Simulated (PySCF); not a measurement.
# C₅H₉AsBN: magnetic properties

What do calculations give for the magnetic properties of C₅H₉AsBN (`C=C(C)[B@@H-]1[N+]#CC[AsH]1`)?

Computed with PySCF 2.14.0 and routines of our own; the level stands in each step. Atoms count from 0.

## (1) The system as given

17 atoms, charge 0, multiplicity 1; geometry from: GFN2-xTB.

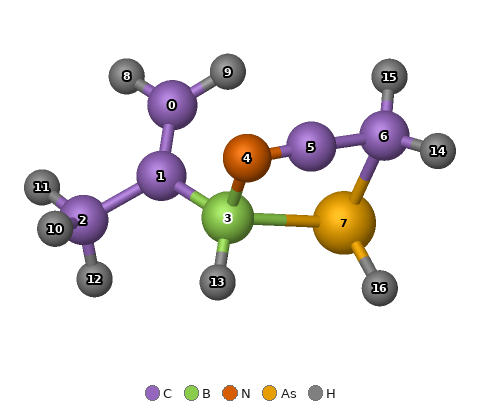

The starting geometry (carbon purple, boron green, nitrogen orange, arsenic amber, hydrogen grey).

## (2) Magnetic properties: GIAO B3LYP/pcSseg-1

The job: settings as JSON, then the geometry in Å.

```
{"job": {"kind": "mag", "xc": "B3LYP", "basis": "pcSseg-1", "isotopologues": 2}, "charge": 0, "multiplicity": 1}
C     -1.619735    -1.380063     0.043624
C     -0.669931    -1.778195     0.882801
C     -0.575666    -3.223466     1.281852
B      0.401624    -0.786482     1.516771
N     -0.398501     0.333120     2.368089
C     -0.081592     1.128731     1.549955
C      0.319949     1.971230     0.497418
As     1.380943     0.371363    -0.167027
H     -2.358061    -2.051302    -0.367484
H     -1.717331    -0.342104    -0.254356
H     -0.691894    -3.315247     2.360484
H     -1.336134    -3.826358     0.789592
H      0.409159    -3.611869     1.024104
H      1.273825    -1.189035     2.198611
H      0.916902     2.829750     0.795436
H     -0.501488     2.256905    -0.158468
H      2.579877     0.765449     0.677371
```

Method: GIAO B3LYP/pcSseg-1 magnetisability, rotational g tensor and spin-rotation constants, non-relativistic, gas phase.

Run with:

```bash
$ OMP_NUM_THREADS=1 python excited_run.py task.json out
```

This one command runs all jobs of the session in turn.

Standard output:

```text
coarse grid: 65784 points
cycle   1  E = -2511.0257896072  dE =  2.329e-01  |g| = 9.269e-01  |ddm| = 3.978e+00
cycle   2  E = -2510.7670071867  dE =  2.588e-01  |g| = 1.330e+00  |ddm| = 1.769e+00
cycle   3  E = -2511.0896375478  dE = -3.226e-01  |g| = 4.842e-01  |ddm| = 1.444e+00
cycle   4  E = -2511.1389646949  dE = -4.933e-02  |g| = 1.042e-01  |ddm| = 4.003e-01
cycle   5  E = -2511.1412537558  dE = -2.289e-03  |g| = 2.223e-02  |ddm| = 1.135e-01
cycle   6  E = -2511.1413858052  dE = -1.320e-04  |g| = 4.751e-03  |ddm| = 2.791e-02
cycle   7  E = -2511.1413893331  dE = -3.528e-06  |g| = 1.542e-03  |ddm| = 5.946e-03
final grid: 139664 points
cycle   8  E = -2511.1413966226  dE =  4.514e-07  |g| = 2.170e-03  |ddm| = 5.335e-03
cycle   9  E = -2511.1413950785  dE =  1.544e-06  |g| = 3.366e-03  |ddm| = 6.020e-03
cycle  10  E = -2511.1413977949  dE = -2.716e-06  |g| = 3.971e-04  |ddm| = 3.511e-03
cycle  11  E = -2511.1413978331  dE = -3.820e-08  |g| = 7.959e-05  |ddm| = 3.830e-04
cycle  12  E = -2511.1413978342  dE = -1.066e-09  |g| = 2.451e-05  |ddm| = 7.065e-05
cycle  13  E = -2511.1413978344  dE = -1.532e-10  |g| = 6.763e-06  |ddm| = 2.761e-05
converged SCF energy = -2511.1413978344

Magnetisability tensor (1e-30 J/T^2)
    -1564.99       -4.67      -16.56
       -4.67    -1391.06      -32.93
      -16.56      -32.93    -1516.76
isotropic -1490.94   principal values   -1571.35  -1518.50  -1382.96
isotropic susceptibility -89.786 1e-6 cm^3/mol

Inertial axes            a          b          c
rot. const./GHz      2.3729     1.0507     0.8973
chi total           -86.249    -90.512    -92.598
chi diamagnetic    -609.906  -1269.391  -1411.984
chi paramagnetic    523.656   1178.879   1319.386
quadrupole/D A        3.754     -3.267     -0.487
g nuclear            0.5551     0.5734     0.5491
g electronic        -0.5837    -0.5819    -0.5562
g total             -0.0287    -0.0086    -0.0071

Spin-rotation constants (kHz, H = +C I.J)
atom  isotope        aa         bb         cc
  3    11B        0.390      0.219      0.023
  4    14N        0.296      0.249      0.069
  7   75As        3.331      1.401      0.633
  8     1H        0.039     -0.109     -0.029
  9     1H        0.052     -0.100     -0.060
 10     1H       -0.184     -0.049     -0.045
 11     1H       -0.064     -0.112     -0.043
 12     1H       -0.228     -0.014     -0.060
 13     1H       -0.218     -0.092      0.015
 14     1H       -0.001     -0.105     -0.089
 15     1H       -0.258     -0.118      0.012
 16     1H       -0.161     -0.100     -0.017
  0    13C*       1.031      0.222      0.250
  1    13C*       1.227      0.199      0.390
  2    13C*       0.356      0.187      0.156
  5    13C*       0.453      0.478      0.304
  6    13C*       0.258      0.137      0.069
* in the singly substituted isotopologue

Isotopologues: g along a, b, c
2H    at 8,9,10,11,12,1    -0.0261    -0.0071    -0.0061
13C   at 0                 -0.0283    -0.0084    -0.0071
```

Wall time 45 s (1 thread of Arm Neoverse V1, shared host); peak memory 1.1 GiB.

From this job:

```csv
quantity,value
magnetisability,-1491·10⁻³⁰ J/T²
molar susceptibility,-89.8·10⁻⁶ cm³/mol
"rotational g (a, b, c)","-0.0287, -0.0086, -0.0071"
```

## (3) Magnetic properties: common gauge origin PW91/pcseg-1

The job, as its differences from that of step 2:

```diff
@@ -1,2 +1,2 @@
-{"job": {"kind": "mag", "xc": "B3LYP", "basis": "pcSseg-1", "isotopologues": 2}, "charge": 0, "multiplicity": 1}
+{"job": {"kind": "mag", "xc": "PW91", "basis": "pcseg-1", "gauge": [0, 0, 0], "scf": {"aux": "def2-universal-jkfit"}}, "charge": 0, "multiplicity": 1}
 C     -1.619735    -1.380063     0.043624
```

With the program's defaults for keys left out, this is: common gauge origin PW91/pcseg-1 magnetisability, rotational g tensor and spin-rotation constants, non-relativistic, gas phase.

Standard output:

```text
final grid: 139664 points
cycle   1  E = -2510.9705778579  dE =  1.141e-01  |g| = 6.376e-01  |ddm| = 4.468e+00
cycle   2  E = -2510.4391008965  dE =  5.315e-01  |g| = 1.540e+00  |ddm| = 2.744e+00
cycle   3  E = -2511.0595269590  dE = -6.204e-01  |g| = 3.773e-01  |ddm| = 2.104e+00
cycle   4  E = -2511.0914790542  dE = -3.195e-02  |g| = 1.021e-01  |ddm| = 4.038e-01
cycle   5  E = -2511.0937867182  dE = -2.308e-03  |g| = 3.448e-02  |ddm| = 1.546e-01
cycle   6  E = -2511.0940988745  dE = -3.122e-04  |g| = 1.053e-02  |ddm| = 5.377e-02
cycle   7  E = -2511.0941320794  dE = -3.320e-05  |g| = 3.928e-03  |ddm| = 2.161e-02
cycle   8  E = -2511.0941373833  dE = -5.304e-06  |g| = 1.014e-03  |ddm| = 7.620e-03
cycle   9  E = -2511.0941376371  dE = -2.538e-07  |g| = 3.671e-04  |ddm| = 1.385e-03
cycle  10  E = -2511.0941376638  dE = -2.668e-08  |g| = 2.050e-04  |ddm| = 5.954e-04
cycle  11  E = -2511.0941376739  dE = -1.012e-08  |g| = 7.480e-05  |ddm| = 2.687e-04
cycle  12  E = -2511.0941376754  dE = -1.534e-09  |g| = 9.634e-06  |ddm| = 1.085e-04
cycle  13  E = -2511.0941376754  dE = -1.364e-11  |g| = 5.539e-06  |ddm| = 1.771e-05
converged SCF energy = -2511.0941376754

Magnetisability tensor (1e-30 J/T^2)
    -7461.69     2093.28    -1947.73
     2093.28    -6918.45     -503.99
    -1947.73     -503.99    -8617.33
isotropic -7665.83   principal values  -10354.91  -8260.08  -4382.49
isotropic susceptibility -461.647 1e-6 cm^3/mol

Inertial axes            a          b          c
rot. const./GHz      2.3729     1.0507     0.8973
chi total          -281.320   -481.950   -621.671
chi diamagnetic    -609.323  -1268.541  -1411.228
chi paramagnetic    328.003    786.591    789.557
quadrupole/D A        4.004     -3.472     -0.532
g nuclear            0.5551     0.5734     0.5491
g electronic        -0.3656    -0.3883    -0.3328
g total              0.1894     0.1851     0.2162

Spin-rotation constants (kHz, H = +C I.J)
atom  isotope        aa         bb         cc
  3    11B        0.103     -0.004     -0.254
  4    14N        0.248      0.208      0.041
  7   75As        3.135      1.255      0.509
  8     1H        0.298      0.090      0.082
  9     1H        0.039     -0.501     -0.638
 10     1H       -0.382      0.101      0.031
 11     1H       -0.252      0.129      0.303
 12     1H       -0.069     -0.220     -0.153
 13     1H       -0.376     -0.342     -0.422
 14     1H       -0.458      0.240      0.128
 15     1H       -0.520     -0.034     -0.144
 16     1H       -0.451      0.451      0.267
  0    13C*       0.881      0.120      0.172
  1    13C*       0.903      0.003      0.248
  2    13C*       0.241      0.145      0.118
  5    13C*       0.195      0.336      0.117
  6    13C*      -0.062      0.143     -0.004
* in the singly substituted isotopologue
```

Wall time 30 s (1 thread of Arm Neoverse V1, shared host); peak memory 0.74 GiB.

A normal end doesn't make this result sound: a common gauge origin replaces GIAOs, so the magnetic properties depend on where the origin lies.

## (4) Outcome

| quantity | value |
| --- | --- |
| magnetisability (step 2, GIAO B3LYP/pcSseg-1) | -1491·10⁻³⁰ J/T² |
| molar susceptibility (step 2, GIAO B3LYP/pcSseg-1) | -89.8·10⁻⁶ cm³/mol |
| rotational g (a, b, c) (step 2, GIAO B3LYP/pcSseg-1) | -0.0287, -0.0086, -0.0071 |
| runs | 0 failed, 1 ended on unsound input |

In words: Steps that list no spin-orbit terms leave them out, which matters at and beside the heavy atoms. Vibrational averaging and real surroundings are missing from these values.
